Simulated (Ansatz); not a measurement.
# CH4Ga (SMILES [CH3][GaH]) at UB3LYP/aug-cc-pVDZ

What is the electronic atomisation energy of CH4Ga at UB3LYP/aug-cc-pVDZ? 

Program for the calculation: Ansatz 0.2.0.

35 further runs of the same task are left out: 35 set aside as unsound or not needed. Runs told in other sessions of the task aren't counted.

## Step 1: Starting point

CH4Ga has 6 atoms, charge 0, and is taken as a doublet. As SMILES, `[CH3][GaH]`. Geometry: relaxed at PBE0-D4/def2-TZVP.

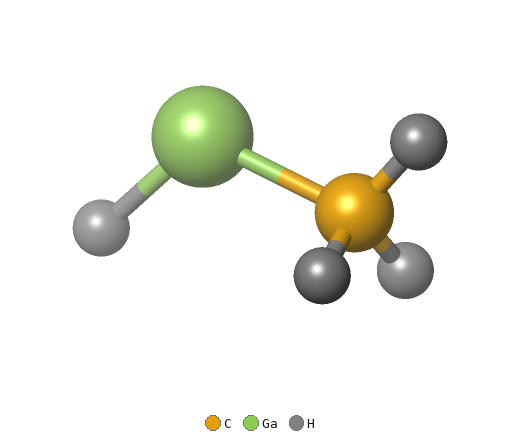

The structure, seen from a chosen angle (carbon amber, gallium green, hydrogen grey).

## Step 2: The energy at UB3LYP/aug-cc-pVDZ

job.yaml

```yaml
crystal:
  periodic: [false, false, false]
  atoms:
    - symbol: C
      position_ang: [-0.029300, -0.418300, -0.518000]
    - symbol: Ga
      position_ang: [0.685700, 0.372600, 1.162100]
    - symbol: H
      position_ang: [0.574700, -1.243100, -0.892900]
    - symbol: H
      position_ang: [-1.046400, -0.775600, -0.328700]
    - symbol: H
      position_ang: [-0.085700, 0.364700, -1.280300]
    - symbol: H
      position_ang: [-0.056900, 1.635600, 1.811600]
basis:
  gaussian:
    orbitals: aug-cc-pVDZ
magnetization:
  spin_polarized: true
  initial_magnetization: 1
hamiltonian:
  xc: {name: B3LYP}
accuracy: high
output:
  orbitals: {seedname: orbitals}
```

Launch:

```bash
$ ansatz run job.yaml --threads 1 --pin off --max-ram 2610MiB --events-out events.jsonl --progress --plain --runs-dir runs
```

The log of the run:

```text
Warning: RAYON_NUM_THREADS=1 ignored (pool sized by the plan → 1); use --threads N
Functional definition: B3LYP
  name "B3LYP"
  parameter a0 = 0.2
  parameter ax = 0.72
  parameter ac = 0.81
  exchange = (1 - a0 - ax)*slater_x + ax*b88_x + a0*exact_x
  correlation = (1 - ac)*vwn_rpa_c + ac*lyp_c
1881 factors; integrals over basis functions are off by at most 4.4e-9 eV
mean field evaluation 1: about -53470.4081 eV, gradient 4.2e1 eV
mean field evaluation 2: about -53457.5168 eV, gradient 5.6e1 eV
mean field evaluation 4: about -53479.5135 eV, gradient 1.3e0 eV
mean field evaluation 8: about -53479.5546 eV, gradient 2.7e-2 eV
mean field evaluation 16: about -53479.5546 eV, gradient 2.4e-5 eV
mean field -53479.55458918 eV, -1965.3373814084 hartree, gradient 5.3e-8 eV, S^2 0.751996; 0 other end points of the search recorded, 0 dependent functions left out
reference -53479.55463553 eV, -1965.3373831116 hartree; 21, 20 occupied and 74, 75 virtual orbitals, 1881 factors
Total energy: -53479.55463553 eV, -1965.3373831116 hartree
```

Wall time 15 s (1 thread of Arm Neoverse V2, shared host); peak memory 0.42 GiB.

## Step 3: The C atom at the same level

job.yaml

```yaml
crystal:
  periodic: [false, false, false]
  atoms:
    - {symbol: C, position_ang: [0.000000, 0.000000, 0.000000]}
basis:
  gaussian:
    orbitals: aug-cc-pVDZ
magnetization:
  spin_polarized: true
  initial_magnetization: 2
hamiltonian:
  xc: {name: B3LYP}
accuracy: high
```

Run the same way, it converges to -37.85420 Eh (log not shown).

## Step 4: The Ga atom at the same level

input.yaml

```yaml
crystal:
  periodic: [false, false, false]
  atoms:
    - {symbol: Ga, position_ang: [0.000000, 0.000000, 0.000000]}
basis:
  gaussian:
    orbitals: aug-cc-pVDZ
hamiltonian:
  xc: {name: B3LYP}
accuracy: high
magnetization:
  spin_polarized: true
  initial_magnetization: 1
```

Run the same way, it converges to -1924.83161 Eh (log not shown).

## Step 5: The H atom at the same level

input.yaml

```yaml
crystal:
  periodic: [false, false, false]
  atoms:
    - symbol: H
      position_ang: [0.000000, 0.000000, 0.000000]
basis:
  gaussian: {orbitals: aug-cc-pVDZ}
magnetization: {spin_polarized: true, initial_magnetization: 1}
accuracy: high
hamiltonian: {xc: {name: B3LYP}}
```

Run the same way, it converges to -0.50166 Eh (log not shown).

## Step 6: Results

At UB3LYP/aug-cc-pVDZ:

| quantity | value |
| --- | --- |
| molecule: total energy | -1965.33738 Eh |
| molecule: HOMO energy (highest over α and β) | -5.03 eV |
| molecule: LUMO energy (lowest over α and β) | -2.57 eV |
| molecule: ⟨S²⟩ | 0.752 |
| C atom: total energy | -37.85420 Eh |
| C atom: ⟨S²⟩ | 2.004 |
| Ga atom: total energy | -1924.83161 Eh |
| Ga atom: ⟨S²⟩ | 0.752 |
| H atom: total energy | -0.50166 Eh |
| H atom: ⟨S²⟩ | 0.750 |
| electronic atomisation energy | 17.550 eV |

What this shows: Taking the molecule apart into free atoms costs 17.55 eV (1693 kJ/mol), before zero-point energy and without spin-orbit coupling.
